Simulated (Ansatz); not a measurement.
# (SiC)1(MgO)3 [0001] superlattice, started as wurtzite: from the cell to its phonons

How does (SiC)1(MgO)3 [0001] superlattice, started as wurtzite vibrate, and is this structure a minimum?

Method: DFT PBEsol, scalar-relativistic, plane waves, PAW, in Ansatz 0.2.0.

The structure was built from a prototype and need not be the compound's stable phase.

**1. Set-up**

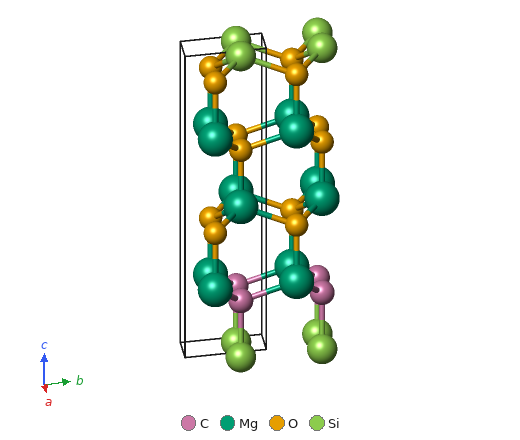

The starting structure, seen from a free direction (carbon pink, magnesium teal, oxygen orange, silicon green). 2×2×1 cells are drawn. Some periodic images of atoms are drawn too.

Structure file:

```cif
data_structure
_symmetry_space_group_name_H-M 'P3m1'
_symmetry_Int_Tables_number 156
_cell_length_a 3.2300
_cell_length_b 3.2300
_cell_length_c 10.1750
_cell_angle_alpha 90.000
_cell_angle_beta 90.000
_cell_angle_gamma 120.000
_cell_volume 91.93
loop_
_atom_site_label
_atom_site_type_symbol
_atom_site_symmetry_multiplicity
_atom_site_Wyckoff_symbol
_atom_site_fract_x
_atom_site_fract_y
_atom_site_fract_z
_atom_site_occupancy
C1 C 1 b 0.33333 0.66667 0.18750 1
Mg1 Mg 1 c 0.66667 0.33333 0.25000 1
Mg2 Mg 1 b 0.33333 0.66667 0.50000 1
Mg3 Mg 1 c 0.66667 0.33333 0.75000 1
O1 O 1 c 0.66667 0.33333 0.43750 1
O2 O 1 b 0.33333 0.66667 0.68750 1
O3 O 1 c 0.66667 0.33333 0.93750 1
Si1 Si 1 b 0.33333 0.66667 0.00000 1
```

**2. Rough relaxation**

The start is far from rest, so a relaxation with loose tolerances brings it close first.

File input.yaml:

```yaml
crystal:
  lattice:
    - [3.23, 0.0, 0.0]
    - [-1.615, 2.79726, 0.0]
    - [0.0, 0.0, 10.175]
  atoms:
    - { symbol: C, position: [0.333333, 0.666667, 0.1875] }
    - { symbol: Mg, position: [0.666667, 0.333333, 0.25] }
    - { symbol: Mg, position: [0.333333, 0.666667, 0.5] }
    - { symbol: Mg, position: [0.666667, 0.333333, 0.75] }
    - { symbol: O, position: [0.666667, 0.333333, 0.4375] }
    - { symbol: O, position: [0.333333, 0.666667, 0.6875] }
    - { symbol: O, position: [0.666667, 0.333333, 0.9375] }
    - { symbol: Si, position: [0.333333, 0.666667, 0.0] }
kpoints:
  mp_grid: { grid: [9, 9, 2] }
hamiltonian:
  xc: pbesol
scf:
  occupations: { method: gaussian, width: 0.1 }
output:
  forces: true
  stress: true
  eigenvalues: true
relax:
  adjacent_minimum: "off"
  f_tol: 0.05
  max_steps: 80
  cell: { stress_tol: 0.5 }
```

The run is started by

```
ansatz run input.yaml --threads 4 --pin off --max-ram 14336MiB --backend cpu --events-out ev --progress --plain --runs-dir out
```

Numbers of over 12 decimals in the logs are rounded to 6 here.

What it wrote:

```text
[...]
atoms:
    - { symbol: C, position: [0.333333, 0.666667, 0.175759] }
    - { symbol: Mg, position: [0.666667, 0.333333, 0.255095] }
    - { symbol: Mg, position: [0.333333, 0.666667, 0.495514] }
    - { symbol: Mg, position: [0.666667, 0.333333, 0.734753] }
    - { symbol: O, position: [0.666667, 0.333333, 0.451062] }
    - { symbol: O, position: [0.333333, 0.666667, 0.690084] }
    - { symbol: O, position: [0.666667, 0.333333, 0.936592] }
    - { symbol: Si, position: [0.333333, 0.666667, 0.011141] }
[key lines of the parts left out:]
SCF converged after 6 iterations
Free energy (F): -8290.354882 eV
Fermi energy:    7.766974 eV
P = ⅓ Tr σ = 0.4340 GPa (4.340 kbar)
```

Run time: 11 s. Hardware: 4 threads of Intel Xeon Platinum 8488C (Sapphire Rapids), shared host; peak memory 0.46 GiB; 41 s of CPU time.

Relaxation path:

```tsv
step	energy less that of the first step (eV)	largest force component (eV/Å)	pressure (GPa)	volume (Å³)
1	0.0000	5.2404	9.58	91.93
2	-0.7906	2.9933	3.94	94.94
3	-1.1017	0.5997	-1.73	99.30
4	-1.1286	0.2409	-0.28	98.34
5	-1.1337	0.0295	0.05	98.01
6*	-1.1578	0.0298	0.43	98.01
```

Relaxation steps marked * repeat the geometry before them on a plane-wave basis chosen anew for their cell, so energy and pressure can jump there.

The run keeps the 6 symmetry operations that it works with, so distortions that break them were not tested.

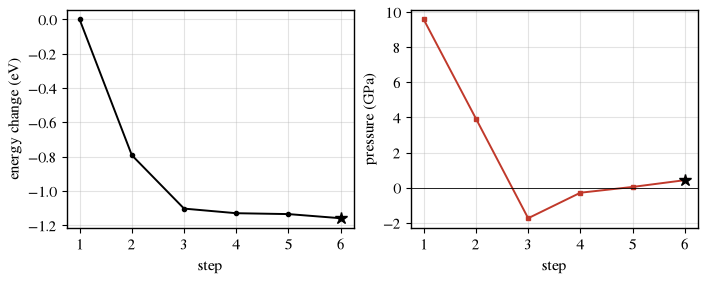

Energy and pressure along the relaxation. Stars mark steps on a basis chosen anew.

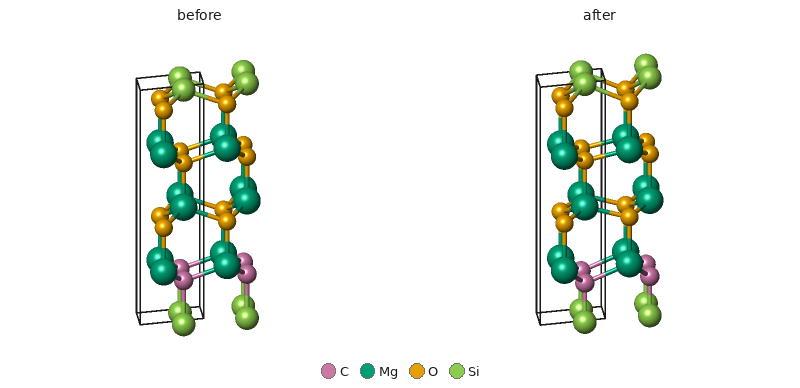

The structure before and after the relaxation, drawn at the same scale.

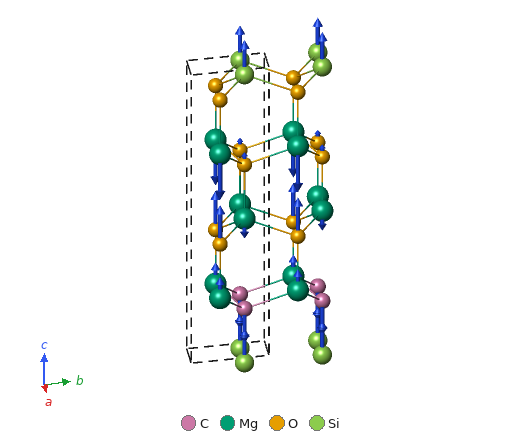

Displacements in the relaxation, exaggerated, measured against the changing cell; the longest in the cell stands for 0.16 Å. 2×2×1 cells are drawn. Some periodic images of atoms are drawn too.

```tsv
conventional cell, symmetrised	before	after	change
a (Å)	3.230	3.312	+2.5 %
b (Å)	3.230	3.312	+2.5 %
c (Å)	10.175	10.320	+1.4 %
volume (Å³/atom)	11.49	12.25	+6.6 %
```

The atoms that moved most (Å, as changes of fractional coordinates times the final cell):

```tsv
atom	dx	dy	dz	length
Mg4	0.000	0.000	-0.157	0.157
O5	0.000	0.000	0.140	0.140
C1	0.000	0.000	-0.121	0.121
Si8	0.000	0.000	0.115	0.115
Mg2	0.000	0.000	0.053	0.053
Mg3	0.000	0.000	-0.046	0.046
O6	0.000	0.000	0.027	0.027
O7	0.000	0.000	-0.009	0.009
```

Numbers from this step:

| Quantity | Value |
| --- | --- |
| pressure | 0.4340 GPa |
| volume per atom | 12.25 Å³ |
| gap on the k-mesh | 0 eV |

In this step the volume went from 11.49 to 12.25 Å³/atom.

**3. Bringing the structure to rest**

The cell and atoms are relaxed, since residual forces and stress would shift the frequencies.

File input.yaml:

```yaml
crystal:
  lattice:
    - [3.3115488214, 0.0, 0.0]
    - [-1.6557744107, 2.8678854052, 0.0]
    - [0.0, 0.0, 10.3200522809]
  atoms:
    - { symbol: C, position: [0.3333333333, 0.6666666667, 0.1757592126] }
    - { symbol: Mg, position: [0.6666666667, 0.3333333333, 0.2550945973] }
    - { symbol: Mg, position: [0.3333333333, 0.6666666667, 0.4955142138] }
    - { symbol: Mg, position: [0.6666666667, 0.3333333333, 0.734753402] }
    - { symbol: O, position: [0.6666666667, 0.3333333333, 0.4510621018] }
    - { symbol: O, position: [0.3333333333, 0.6666666667, 0.6900841048] }
    - { symbol: O, position: [0.6666666667, 0.3333333333, 0.93659183] }
    - { symbol: Si, position: [0.3333333333, 0.6666666667, 0.0111405376] }
kpoints:
  mp_grid: { grid: [12, 12, 4] }
hamiltonian:
  xc: pbesol
scf:
  occupations: { method: gaussian, width: 0.1 }
output:
  forces: true
  stress: true
  eigenvalues: true
  write_density: true
  write_potential: true
  elf: true
  volumetric_format: npy
relax:
  adjacent_minimum: "off"
  f_tol: 0.005
  max_steps: 80
  cell: { stress_tol: 0.05 }
```

What it wrote:

```text
[...]
Crystal: 8 atoms, lattice volume = 98.011 Å³
Basis set: ecut = 420 eV, 1967 PW (Γ), exchange–correlation on 48×48×144 points (8 copies of the dense FFT grid, shifted against one another)
Bands: 36, of which v1, the nominal top of the filled ones, is band 28 counted from 1 (27 counted from 0)
Symmetry: 6 space group operations
[...]
k-points: 69 of 576 (time reversal used)
[...]
SCF iter   1: F=—  HF=-8290.438125 eV  |F-HF|=—  |Δ(HF+E_count)|=         —  Δρ=1.50e-2  dr2=4.99e-1  ethr=1.77e-3  ⟨swp⟩=6.1  Hψ=10854  notcnv=0  defer=67
[...]
SCF iter  13: F=-8290.350206 eV  HF=-8290.350206 eV  |F-HF|=3.24e-10  |Δ(HF+E_count)|=   3.12e-9  Δρ=2.36e-6  dr2=8.19e-9  ethr=1.79e-10  ⟨swp⟩=14.6  Hψ=16597  notcnv=0
SCF 1 converged in 13 iterations: F = -8290.350206 eV  dr2 = 8.19e-9
[...]
relax step   1: F+E_penalty+E_count = -8290.35020626 eV  Δ(F+E_penalty+E_count) = +0.000e0 eV  max|allowed force component| = 2.817e-2 eV/Å  Δτ_max = 0.0000 Å  P = +0.431 GPa  Ω = 98.011 Å³  (13 SCF iters, dr2 threshold 1.00e-7 eV, accepted)
Crystal: 8 atoms, lattice volume = 98.192 Å³
[...]
SCF iter   7: F=-8290.350144 eV  HF=-8290.350144 eV  |F-HF|=1.02e-7  |Δ(HF+E_count)|=   3.24e-7  Δρ=7.15e-6  dr2=1.48e-7  ethr=9.20e-10  ⟨swp⟩=10.3  Hψ=17907  notcnv=0
SCF 2 converged in 7 iterations: F = -8290.350144 eV  dr2 = 1.48e-7
relax step   2: F+E_penalty+E_count = -8290.35014350 eV  Δ(F+E_penalty+E_count) = +6.276e-5 eV  max|allowed force component| = 1.331e-2 eV/Å  Δτ_max = 0.0017 Å  P = +0.221 GPa  Ω = 98.192 Å³  energy of the carried Pulay correction = -4.872e-4 eV  (7 SCF iters, dr2 threshold 5.15e-7 eV, accepted)
Crystal: 8 atoms, lattice volume = 98.380 Å³
[...]
SCF iter   8: F=-8290.349790 eV  HF=-8290.349790 eV  |F-HF|=1.11e-8  |Δ(HF+E_count)|=   3.60e-8  Δρ=3.30e-6  dr2=2.20e-8  ethr=2.28e-10  ⟨swp⟩=8.7  Hψ=14715  notcnv=0
SCF 3 converged in 8 iterations: F = -8290.349790 eV  dr2 = 2.20e-8
relax step   3: F+E_penalty+E_count = -8290.34978983 eV  Δ(F+E_penalty+E_count) = +3.537e-4 eV  max|allowed force component| = 5.023e-3 eV/Å  Δτ_max = 0.0018 Å  P = +0.004 GPa  Ω = 98.380 Å³  energy of the carried Pulay correction = -9.934e-4 eV  (8 SCF iters, dr2 threshold 1.28e-7 eV, accepted)
[...]
relax step   4: F+E_penalty+E_count = -8290.34978264 eV  Δ(F+E_penalty+E_count) = +7.197e-6 eV  max|allowed force component| = 2.305e-3 eV/Å  Δτ_max = 0.0001 Å  P = +0.001 GPa  Ω = 98.383 Å³  energy of the carried Pulay correction = -1.001e-3 eV  (7 SCF iters, dr2 threshold 1.58e-9 eV, accepted)
[...]
SCF iter  11: F=-8290.350852 eV  HF=-8290.350852 eV  |F-HF|=3.64e-12  |Δ(HF+E_count)|=  3.64e-12  Δρ=2.07e-9  dr2=8.79e-15  ethr=1.00e-12  ⟨swp⟩=3.0  Hψ=8050  notcnv=0
SCF 5 converged in 11 iterations: F = -8290.350852 eV  dr2 = 8.79e-15
relax step   5: F+E_penalty+E_count = -8290.35085176 eV  Δ(F+E_penalty+E_count) = -1.069e-3 eV  max|allowed force component| = 2.293e-3 eV/Å  Δτ_max = 0.0000 Å  P = +0.019 GPa  Ω = 98.383 Å³  stress off target by 4.78e-2 GPa  SCF on the basis re-selected at this cell (its energy is not comparable with the rows above)  (11 SCF iters)
[...]
SCF converged after 11 iterations
Free energy (F): -8290.350852 eV
[...]
Internal energy: -8290.339858 eV  (E = F + TS)
E sigma→0 (E₀):  -8290.345355 eV
Entropy (-TS):   -0.010994 eV (-1.374 meV/atom)
Fermi energy:    7.753295 eV
[...]
--- Forces (eV/Å), atoms counted from 1 ---
  atom   1  C     -0.00000000     0.00000000     0.00212908
  atom   2  Mg     0.00000000     0.00000000    -0.00031893
  atom   3  Mg     0.00000000    -0.00000000    -0.00028676
  atom   4  Mg    -0.00000000     0.00000000    -0.00012544
  atom   5  O      0.00000000    -0.00000000     0.00008867
  atom   6  O     -0.00000000     0.00000000     0.00037218
  atom   7  O     -0.00000000    -0.00000000     0.00044161
  atom   8  Si    -0.00000000     0.00000000    -0.00229174
  max |Σ_I F_I| component: 8.67e-6 eV/Å
--- Stress (GPa, compression-positive) ---
        0.003977      -0.000000      -0.000000
        0.000000       0.003977       0.000000
       -0.000000       0.000000       0.047771
  P = ⅓ Tr σ = 0.0186 GPa (0.186 kbar)
--- Band table (eV; the first three rows and the last of 69) ---
  k-point 0: bands = [... 24 lower, 4.2227, 4.7085, 5.8338, 8.1217, 8.1217, 9.3988, 11.0625, 12.9491, ... 4 higher]
  k-point 1: bands = [... 24 lower, 4.2229, 4.3481, 6.0668, 8.1218, 8.1218, 9.2514, 11.2266, 12.9488, ... 4 higher]
  k-point 2: bands = [... 24 lower, 4.2231, 4.2231, 6.2528, 8.1219, 8.1219, 9.1134, 11.3871, 12.9485, ... 4 higher]
  k-point 68: bands = [... 24 lower, 3.9072, 4.9144, 5.1023, 5.6328, 9.9254, 10.5243, 12.3699, 12.3923, ... 4 higher]
--- Relaxed structure (4 steps of the walk, 4 accepted, 1 SCFs on fresh bases) ---
[...]
cell:  # Å, volume = 98.3831 Å³
    - [3.315677, 3.055238550332455e-19, 1.080277926418313e-18]
    - [-1.657838, 2.871460, -5.40138963209157e-19]
    - [3.3665590573523177e-18, 0, 10.333449]
  atoms:
    - { symbol: C, position: [0.333333, 0.666667, 0.175719] }
    - { symbol: Mg, position: [0.666667, 0.333333, 0.255008] }
    - { symbol: Mg, position: [0.333333, 0.666667, 0.495312] }
    - { symbol: Mg, position: [0.666667, 0.333333, 0.734786] }
    - { symbol: O, position: [0.666667, 0.333333, 0.450883] }
    - { symbol: O, position: [0.333333, 0.666667, 0.690057] }
    - { symbol: O, position: [0.666667, 0.333333, 0.936932] }
    - { symbol: Si, position: [0.333333, 0.666667, 0.011303] }
```

Wall time 27 s (4 threads); peak memory 0.59 GiB; 97 s of CPU time.

Relaxation path:

```tsv
step	energy less that of the first step (eV)	largest force component (eV/Å)	pressure (GPa)	volume (Å³)
1	0.0000	0.0282	0.43	98.01
2	0.0001	0.0133	0.22	98.19
3	0.0004	0.0050	0.00	98.38
4	0.0004	0.0023	0.00	98.38
5*	-0.0006	0.0023	0.02	98.38
```

Relaxation steps marked * repeat the geometry before them on a plane-wave basis chosen anew for their cell, so energy and pressure can jump there.

Forces are held to the 6 operations that the run works with; a distortion that breaks them can't arise in this run.

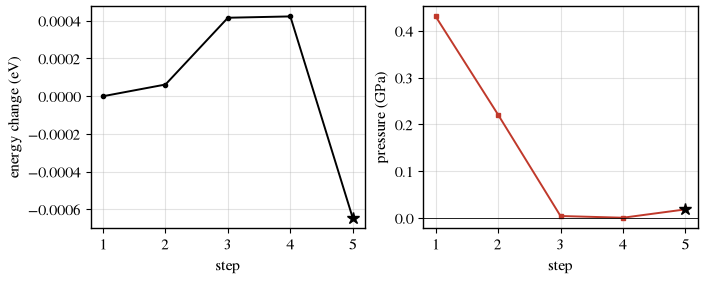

Energy and pressure along the relaxation. Stars mark steps on a basis chosen anew.

```tsv
conventional cell, symmetrised	before	after	change
a (Å)	3.312	3.316	+0.1 %
b (Å)	3.312	3.316	+0.1 %
c (Å)	10.320	10.333	+0.1 %
volume (Å³/atom)	12.25	12.30	+0.4 %
```

Numbers from this step:

* pressure: 0.01857 GPa
* volume per atom: 12.30 Å³

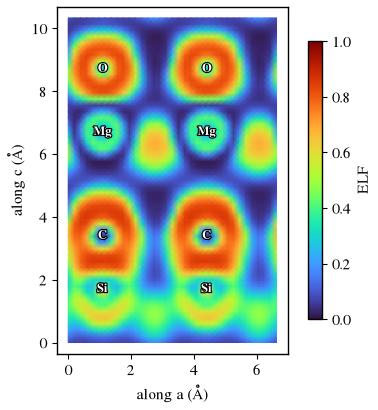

ELF in the ac plane at fractional y = 0.667, with atoms of C and Mg and O and Si within 0.2 Å of it. It is the smooth field of the valence electrons, not physical close to the nuclei. The map starts off the cell's origin, so that atoms lie inside it.

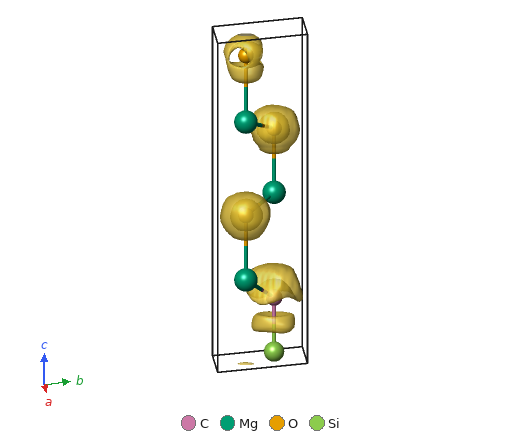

Surface of ELF = 0.8.

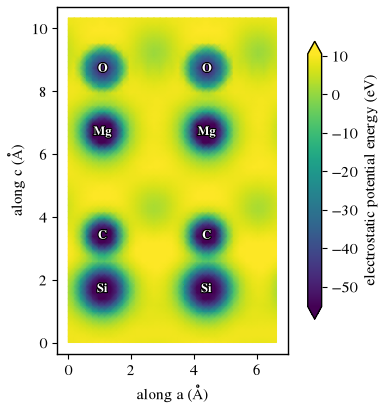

Electrostatic potential energy in the ac plane at fractional y = 0.667, with atoms of C and Mg and O and Si within 0.2 Å of it. With pseudopotentials it is smooth inside the atoms' cores, unlike the true potential. The map starts off the cell's origin, so that atoms lie inside it.

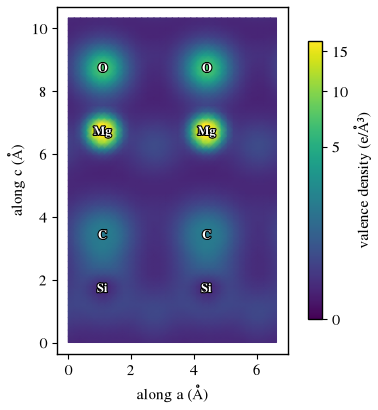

Valence density in the ac plane at fractional y = 0.667, with atoms of C and Mg and O and Si within 0.2 Å of it. It is the smooth field of the valence electrons, not physical close to the nuclei. The map starts off the cell's origin, so that atoms lie inside it. The colour scale is stretched toward low values.

In this step the volume went from 12.25 to 12.30 Å³/atom.

**4. Relaxing to small forces for the phonons**

Phonons need a cell at rest on their own settings, so the relaxation is repeated with tight tolerances on forces and stress, using the mesh and the filling of the phonon run that follows.

File input.yaml:

```yaml
crystal:
  lattice:
    - [3.3156766928, 0.0, 0.0]
    - [-1.6578383464, 2.8714602467, 0.0]
    - [0.0, 0.0, 10.3334489761]
  atoms:
    - { symbol: C, position: [0.3333333333, 0.6666666667, 0.175719205] }
    - { symbol: Mg, position: [0.6666666667, 0.3333333333, 0.2550080638] }
    - { symbol: Mg, position: [0.3333333333, 0.6666666667, 0.4953120933] }
    - { symbol: Mg, position: [0.6666666667, 0.3333333333, 0.7347855535] }
    - { symbol: O, position: [0.6666666667, 0.3333333333, 0.4508826834] }
    - { symbol: O, position: [0.3333333333, 0.6666666667, 0.6900569372] }
    - { symbol: O, position: [0.6666666667, 0.3333333333, 0.9369323863] }
    - { symbol: Si, position: [0.3333333333, 0.6666666667, 0.0113030774] }
kpoints:
  mp_grid: { grid: [12, 12, 4] }
hamiltonian:
  xc: pbesol
scf:
  occupations: { method: methfessel_paxton, width: 0.2 }
output:
  forces: true
  stress: true
  eigenvalues: true
relax:
  adjacent_minimum: "off"
  f_tol: 0.001
  max_steps: 60
  cell: { stress_tol: 0.01 }
```

What it wrote:

```text
[...]
Crystal: 8 atoms, lattice volume = 98.383 Å³
Basis set: ecut = 420 eV, 1967 PW (Γ), exchange–correlation on 48×48×144 points (8 copies of the dense FFT grid, shifted against one another)
Bands: 36, of which v1, the nominal top of the filled ones, is band 28 counted from 1 (27 counted from 0)
Symmetry: 6 space group operations
[...]
k-points: 69 of 576 (time reversal used)
[...]
atoms:
    - { symbol: C, position: [0.333333, 0.666667, 0.175713] }
    - { symbol: Mg, position: [0.666667, 0.333333, 0.254995] }
    - { symbol: Mg, position: [0.333333, 0.666667, 0.495322] }
    - { symbol: Mg, position: [0.666667, 0.333333, 0.734813] }
    - { symbol: O, position: [0.666667, 0.333333, 0.450823] }
    - { symbol: O, position: [0.333333, 0.666667, 0.690026] }
    - { symbol: O, position: [0.666667, 0.333333, 0.936908] }
    - { symbol: Si, position: [0.333333, 0.666667, 0.011400] }
[key lines of the parts left out:]
SCF converged after 9 iterations
Free energy (F): -8290.347541 eV
Fermi energy:    7.747001 eV
P = ⅓ Tr σ = 0.0002 GPa (0.002 kbar)
```

Run time: 43 s. Hardware: 4 threads; peak memory 0.58 GiB.

Little changed from the start: no atom moved by 0.005 Å and no cell edge by 0.1 %.

This step gave:

```
pressure : 1.77e-4 GPa
```

The largest force component left is 0.46 meV/Å and the pressure is 0.000 GPa, within the tolerances set. The cell now holds 12.30 Å³/atom.

(Continued in part 2 of 2.)

[Logs are printed without paths, hosts, clocks, repeated set-up lines and the standing remarks that a program may print on its own settings, such as how far it seeks lower states.]

[Hosts, paths, dates, database ids (printed as entryN), source tags and the programs' standing remarks are cut or masked in the printed files.]
